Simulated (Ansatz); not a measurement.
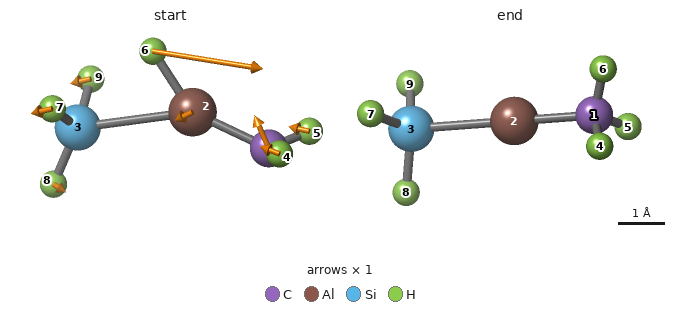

The structure of CH₆AlSi (charge +1) before (left) and after (right) a relaxation, at one scale. The orange arrows give the displacements, at their true length.

A ball-and-stick model, seen at a tilt.

Theory: RKS PBE0-D4/def2-TZVP in Ansatz 0.2.0. Settings: force threshold 0.005 eV/Å; at most 200 steps.

**Describe what moved and what it gained.**

The energy falls by 4.472 eV in 21 geometry steps. Largest force component: 2.2 eV/Å at the start, 0.0026 eV/Å at the end. The largest move after the best rigid fit is that of H6, 2.60 Å. Largest moves by element: H 2.60 Å, C 0.81 Å, Al 0.49 Å, Si 0.16 Å. Some distances before and after: C1–H6 3.357 → 1.095 Å, Al2–H6 1.601 → 2.511 Å, Al2–Si3 2.770 → 2.461 Å, Si3–H8 1.469 → 1.480 Å. New bonds form: C1–H6 (3.36 → 1.09 Å). Bonds break: Al2–H6 (1.60 → 2.51 Å). Among the angles between lasting bonds that change: C1–Al2–Si3 147.2° → 179.9°, Al2–Si3–H8 125.7° → 104.7°, Al2–Si3–H7 88.3° → 104.7°.
